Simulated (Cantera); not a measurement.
Charge: 1 mol Si3N4, 0.0059 mol O2, 39 mol H2, equilibrated at 802 °C.

Equilibrium computed with Cantera from the NASA thermochemical tables; the gas is ideal and each condensed phase is pure. Candidate condensed phases: H2O, Si, SiO2, Si2N2O, Si3N4; 35 gas species. Mutual solubility and eutectic melting of coexisting phases are not modelled. Equilibrium is a limit: real reactors are often held back by kinetics, nucleation or transport.

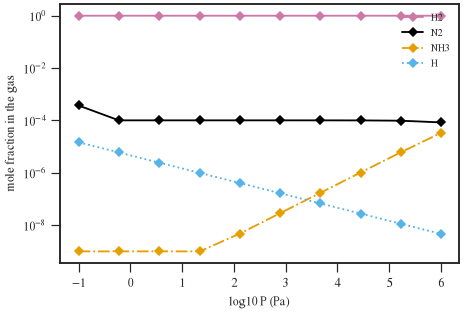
Fig. 1. Equilibrium gas composition (values under 1e-9 drawn at 1e-9)

At 0.000750 Torr the condensed part is Si(s) + Si2N2O(s) + Si3N4(s). From 0.00450 Torr to 7500 Torr the condensed part is Si2N2O(s) + Si3N4(s).
